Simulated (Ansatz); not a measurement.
# Si$_{2}$H$_{7}$OF$_{3}$: single-point calculation

The run: single-point calculation of Si$_{2}$H$_{7}$OF$_{3}$. Method and program: RKS PBE0-D4/def2-TZVPP (Ansatz 0.2.0).

The geometry is a transition state. The reaction was set up to form Si1–O7, H6–F9 and Si2–H8 and to break Si1–Si2, H6–O7 and H8–F9 (atoms counted from 1 in the order of the input); sticks are drawn by distance alone. The geometry comes from this level: PBE0-D4/def2-TZVP.

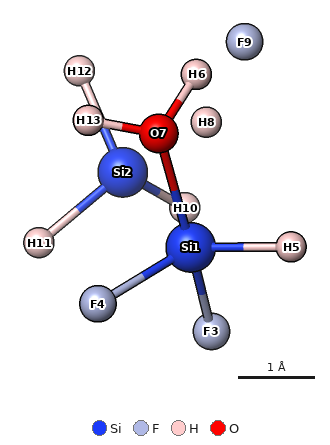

**Figure 1.** The input geometry (ball-and-stick view, seen at an oblique angle; atoms are numbered from 1 in the order of the input).

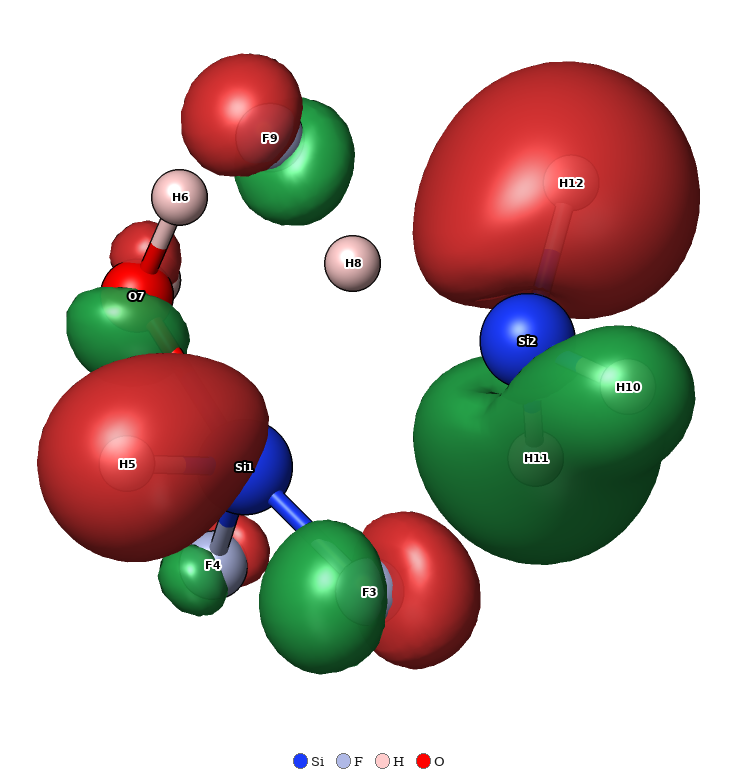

**Figure 2.** The HOMO−1 at ±0.1 Å⁻³ᐟ² (green and red are the two phases), seen face on. It lies mainly on Si2 (25 %), H12 (20 %), F3 (10 %) and H11 (10 %). Its energy is −10.03 eV.

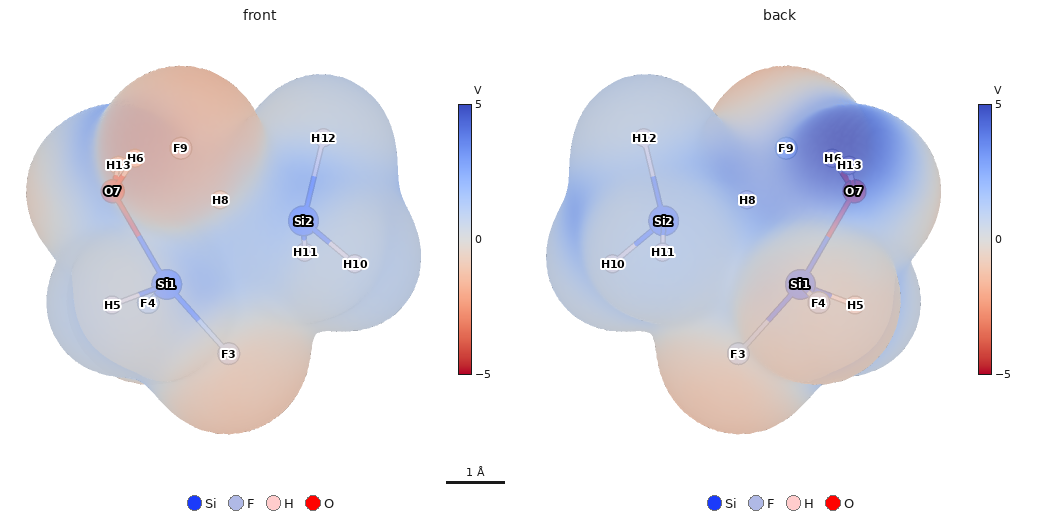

**Figure 3.** The electrostatic potential painted on the density surface at 0.004 e/bohr³, seen at a tilt and from behind; red is negative and blue positive. A positive charge is drawn to the negative regions and a negative charge to the positive ones.

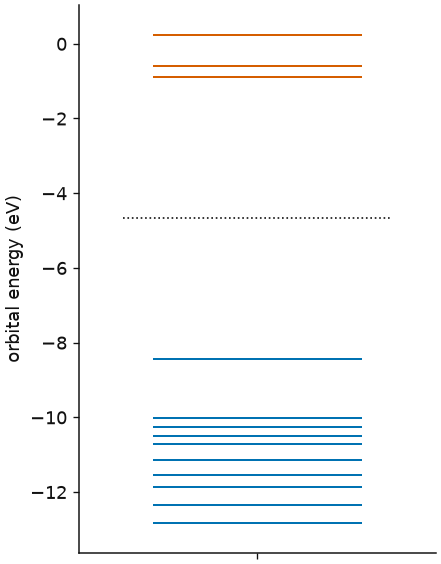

**Figure 4.** Orbital energies near the frontier; the dotted line parts filled from empty levels, and levels within 0.02 eV of each other stand side by side. Highest filled −8.44 eV, lowest empty −0.89 eV, 7.55 eV apart.

These pictures come from the run below.

## Input file
```yaml
crystal:
  periodic: [false, false, false]
  atoms:
    - {symbol: Si, position_ang: [-1.166000, 0.203794, -0.209188]}
    - {symbol: Si, position_ang: [1.124187, -0.920264, -0.799042]}
    - {symbol: F, position_ang: [-1.485597, -1.007732, -1.250891]}
    - {symbol: F, position_ang: [-1.368124, 1.404744, -1.245591]}
    - {symbol: H, position_ang: [-2.182503, -0.104787, 0.801592]}
    - {symbol: H, position_ang: [0.110925, 0.805943, 1.662359]}
    - {symbol: O, position_ang: [-0.439000, 1.458194, 0.990567]}
    - {symbol: H, position_ang: [0.393347, -0.576544, 0.747457]}
    - {symbol: F, position_ang: [0.577685, -0.335170, 2.006995]}
    - {symbol: H, position_ang: [0.940243, -2.365059, -1.037417]}
    - {symbol: H, position_ang: [0.925560, -0.111771, -2.028924]}
    - {symbol: H, position_ang: [2.468816, -0.611335, -0.249907]}
    - {symbol: H, position_ang: [0.100262, 2.159986, 0.611990]}
basis:
  gaussian: {orbitals: def2-TZVPP}
hamiltonian: {xc: pbe0, dispersion: d4}
output: {orbitals: {seedname: orbitals}}
```

Launch command:
```bash
ansatz run in.yaml --threads 4 --pin off --events-out ev --progress --plain --max-ram 46080MiB --backend cuda --devices 0, --max-vram 37GiB
```

## The program's output
```
Functional definition: PBE0
  name "PBE0"
  cite "Adamo & Barone, J. Chem. Phys. 110, 6158 (1999) doi:10.1063/1.478522"
  cite "Perdew, Burke & Ernzerhof, Phys. Rev. Lett. 77, 3865 (1996) doi:10.1103/PhysRevLett.77.3865"
  parent pbe
  parameter a = 0.25
  parameter kappa = 0.804
  parameter beta = 0.06672455060314922
  exchange = (1 - a)*pbe_x(kappa = kappa, mu = beta*pi^2/3) + a*exact_x
  correlation = pbe_c(beta = beta)
1614 factors; their error is unknown
mean field evaluation 1: about -26051.6242 eV, gradient 6.6e1 eV
mean field evaluation 2: about -26043.8390 eV, gradient 9.8e1 eV
mean field evaluation 4: about -26057.6279 eV, gradient 4.1e0 eV
mean field evaluation 8: about -26057.6554 eV, gradient 1.0e-1 eV
mean field evaluation 16: about -26057.7209 eV, gradient 1.9e-4 eV
mean field -26057.72087915 eV, -957.6035797510 hartree, gradient 8.4e-5 eV, S^2 0.000000; 0 other end points of the search recorded, 0 dependent functions left out
reference -26057.72091240 eV, -957.6035809729 hartree; 35, 35 occupied and 271, 271 virtual orbitals, 1614 factors
Total energy: -26057.96005441 eV, -957.6123692797 hartree
```

## Key numbers

| quantity | value |
| --- | --- |
| outcome | converged |
| total energy | −26057.9601 eV |
| mean-field energy | −26057.7209 eV |
| dispersion energy | −0.2391 eV |
| SCF solution under orbital rotations | stable |
| HOMO | −8.44 eV |
| LUMO | −0.89 eV |
| hardware | 4 CPU threads, shared host |
| wall time | 1.4 s (CPU time 2.2 s) |
| peak memory | 0.87 GiB |
